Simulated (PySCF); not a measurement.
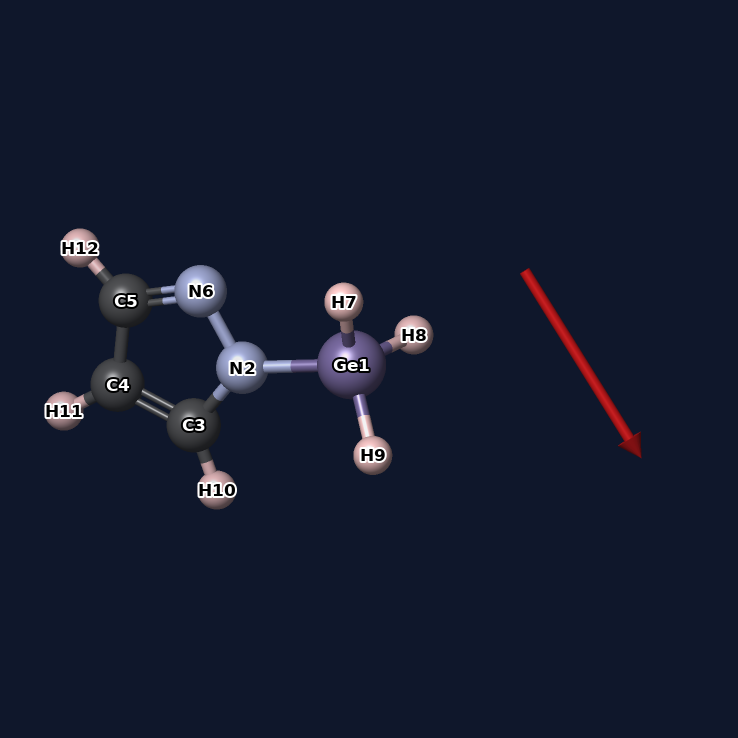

The arrow beside the molecule shows the direction of the dipole moment, from the negative to the positive end (its length means nothing). Computed geometry: GFN2-xTB optimisation. No frequency run is at hand to confirm it as a minimum. Properties computed with B3LYP/pcJ-1 (pcSseg-1 on Ge), gas phase (PySCF 2.14.0).

Q: Estimate the dipole moment.

A: 1.98 D; it points from the side of H12 to the side of H9 (the outermost atoms at the two ends).

The geometry is semi-empirical. Around Ge such bond lengths and angles can be off by a tenth of an ångström or more and by several degrees, and values that hang on the shape move with them.
